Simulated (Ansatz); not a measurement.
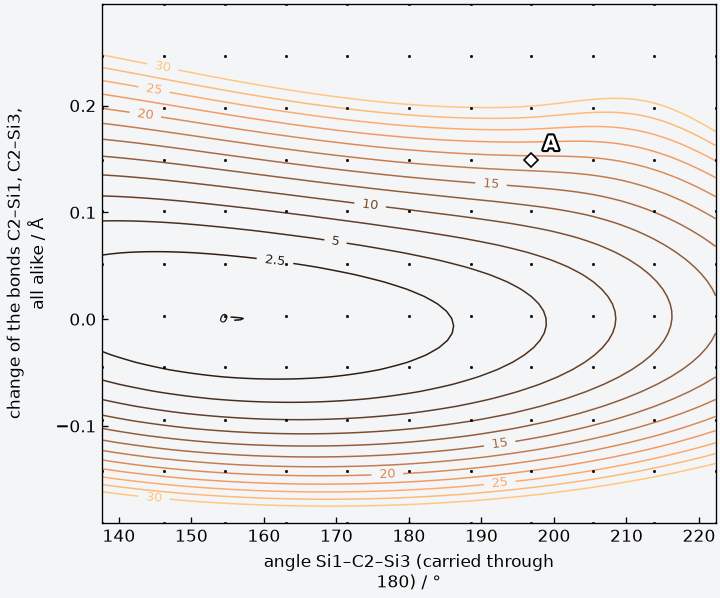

CH4Si2, SMILES [SiH]#C[SiH3]. First axis: angle Si1–C2–Si3 (carried through 180). Second axis: change of the bonds C2–Si1, C2–Si3, all alike. Nothing is relaxed (all other coordinates rigid). The grid has 11 × 11 points. Points are written as (first, second). All energies are given in kcal/mol relative to the lowest grid point. The restricted reference is unstable at some or all points, so the energies there are unreliable. Computed with RHF-MP2, frozen core/def2-TZVP in Ansatz.

Drawn: contour lines labelled in kcal/mol (none above 30), dots at the grid points, the point A. Between grid points the surface is interpolated.

Is A at rest? If not, where is it pushed?

A, at (196.9°, 0.149 Å), is not a stationary point. The computed force is 0.032 kcal/mol for each degree towards smaller values of the first coordinate and 181 kcal/mol for each Å towards smaller values of the second coordinate.
